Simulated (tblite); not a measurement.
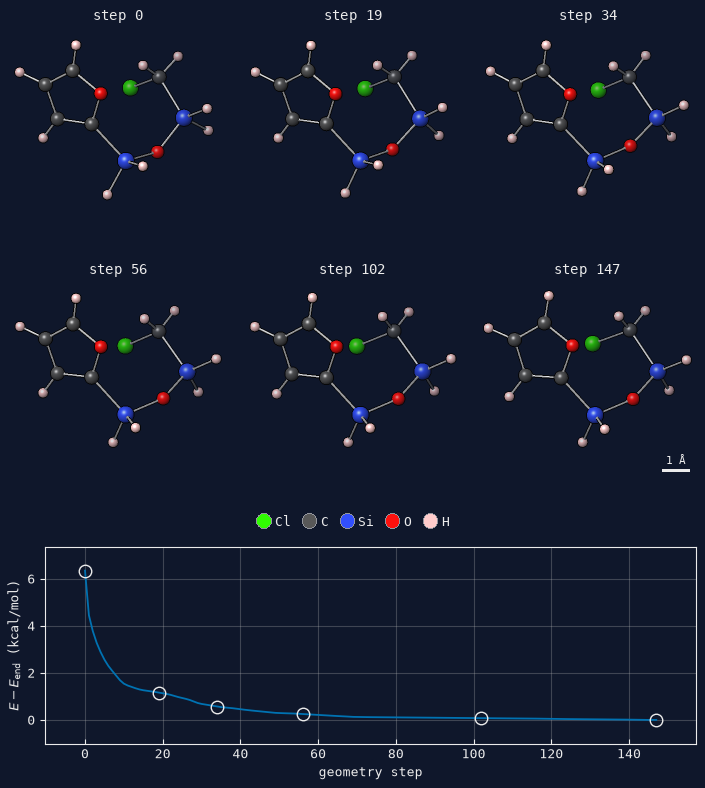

Frames of a relaxation of C5H9ClO2Si2, marked on the history of the run. The picture is a ball-and-stick view, seen at a tilt.

Method: GFN2-xTB geometry optimisation, gas phase in tblite. 

Q: What happens along the run?

A: The largest move after the best rigid fit is that of an H atom, 0.70 Å. By element the largest moves are H 0.70 Å, O 0.62 Å, Cl 0.60 Å, C 0.29 Å, Si 0.18 Å. Among the contacts that change: C–Si 1.859 → 1.912 Å, O–Si 1.661 → 1.614 Å, O–Si 1.665 → 1.631 Å, C–O 1.384 → 1.357 Å. Bond angles that change, for instance: Si–O–Si 138.5° → 154.6°, H–Si–H 105.9° → 115.8°, H–Si–H 108.4° → 114.8°. Groups turn about O–Si by about 80°, O–Si by about 75°, C–Si by about 35°. Over 147 geometry steps the energy falls by 6.35 kcal/mol. From step 0 to 19: an H atom moves most (0.25 Å), energy −5.18 kcal/mol. From step 19 to 34: an O atom moves most (0.31 Å), energy −0.59 kcal/mol. From step 34 to 56: an O atom moves most (0.24 Å), energy −0.32 kcal/mol. From step 56 to 102: the Cl atom moves most (0.25 Å), energy −0.18 kcal/mol. From step 102 to 147: an H atom moves most (0.27 Å), energy −0.07 kcal/mol.
